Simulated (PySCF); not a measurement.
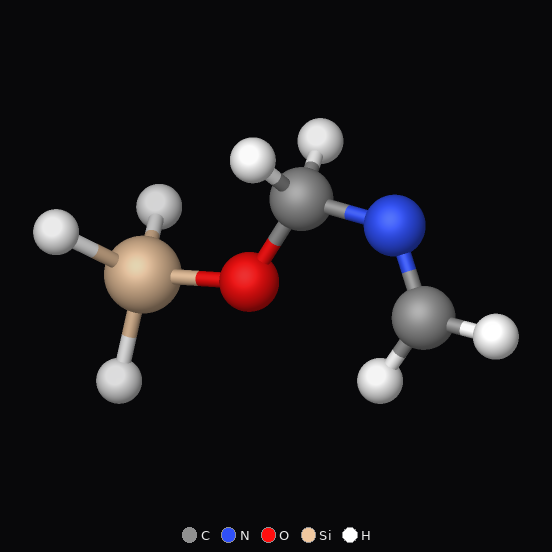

The picture shows a molecular structure as a ball-and-stick model.

The geometry was computed by an optimisation with PBE0-D3(BJ)/def2-SVP. No frequency run is at hand to confirm it as a minimum.

Question: Count the atoms of each element.

Answer: C2H7NOSi, 12 atoms: 2 carbon, 7 hydrogen, 1 nitrogen, 1 oxygen and 1 silicon.

Question: Count the bonded pairs by element.

Answer: 4 C–H, 3 Si–H, 2 C–N, 1 C–O, 1 O–Si.

Question: Describe its rings.

Answer: It has no ring.

Question: What is its SMILES?

Answer: C=NCO[SiH3]

Question: Name some functional groups or characteristic bonds that it holds.

Answer: Among them: imine, Si–H bond, Si–O bond.

More results for the same structure follow; atom numbers are the same in all pictures, views and colours differ.

## Geometry

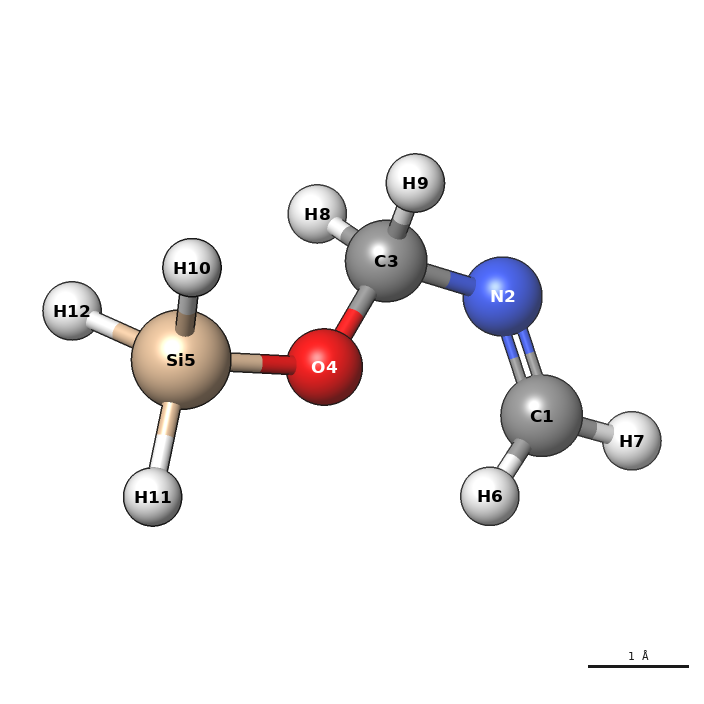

Numbered structure. No frequency run is at hand to confirm it as a minimum.

Question: Describe the coordination of atom 1.

Answer: C1 has 3 neighbours (N2 at 1.26, H6 at 1.10, H7 at 1.10 Å); the arrangement is trigonal planar.

Question: Describe the coordination of atom 3.

Answer: C3 has 4 neighbours (N2 at 1.42, O4 at 1.40, H8 at 1.11, H9 at 1.11 Å); the arrangement is tetrahedral.

Question: How are the neighbours of atom 5 arranged?

Answer: Si5 has 4 neighbours (O4 at 1.67, H10 at 1.50, H11 at 1.49, H12 at 1.50 Å); the arrangement is tetrahedral.

Question: What is the geometry at N2?

Answer: N2 has 2 neighbours (C1 at 1.26, C3 at 1.42 Å); the arrangement is bent.

Question: What is the dihedral angle C1–N2–C3–O4?

Answer: 0° in size, that is syn (eclipsed).

## Core levels

No frequency run is at hand to confirm it as a minimum. Properties computed with delta-SCF UKS SCAN, pcX-1 on the ionised atom, pcseg-1 elsewhere, spin-free X2C (PySCF 2.14.0).

Give the core-electron binding energies (to vacuum; p and d levels without spin–orbit splitting) of C1 1s, N2 1s, C3 1s, O4 1s, Si5 1s, Si5 2p.

```tsv
atom	level	binding energy (eV)
C1	1s	291.6
N2	1s	405.0
C3	1s	293.2
O4	1s	538.3
Si5	1s	1847.6
Si5	2p	108.1
```

## Levels of theory compared

No frequency run is at hand to confirm it as a minimum. Program: PySCF 2.14.0.

Tabulate HOMO energy (eV) at these levels: B3LYP/pcSseg-2; B97-D/pcSseg-2; BLYP/pcSseg-2; BP86/pcSseg-2; HF/pcSseg-2; KT2/pcSseg-2; KT3/pcSseg-2; LDA/pcSseg-2; OPBE/pcSseg-2; PBE/pcSseg-2.

| level | HOMO energy (eV) |
| --- | --- |
| B3LYP/pcSseg-2 | −7.44 |
| B97-D/pcSseg-2 | −6.21 |
| BLYP/pcSseg-2 | −6.09 |
| BP86/pcSseg-2 | −6.29 |
| HF/pcSseg-2 | −11.30 |
| KT2/pcSseg-2 | −6.37 |
| KT3/pcSseg-2 | −6.39 |
| LDA/pcSseg-2 | −6.26 |
| OPBE/pcSseg-2 | −6.16 |
| PBE/pcSseg-2 | −6.18 |

## NMR shielding

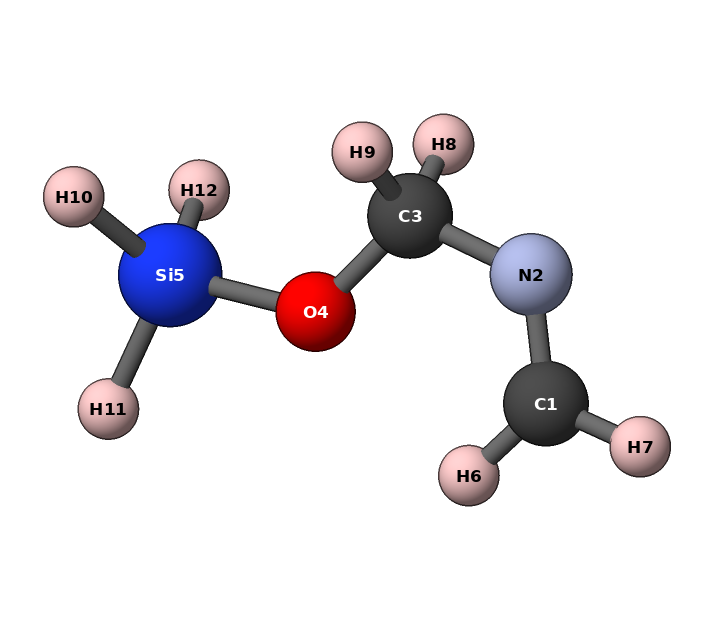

No frequency run is at hand to confirm it as a minimum. Method: GIAO PBE/pcSseg-2 NMR shielding, non-relativistic, gas phase (PySCF 2.14.0). Principal shieldings σ11 ≤ σ22 ≤ σ33, span Ω = σ33 − σ11, skew κ = 3(σiso − σ22)/Ω.

Give the shielding tensors of the N atoms.

```
atom     σ11     σ22    σ33    σiso      Ω     κ
  N2  −448.1  −172.9  225.4  −131.8  673.5  0.18
```

Shieldings and span in ppm.
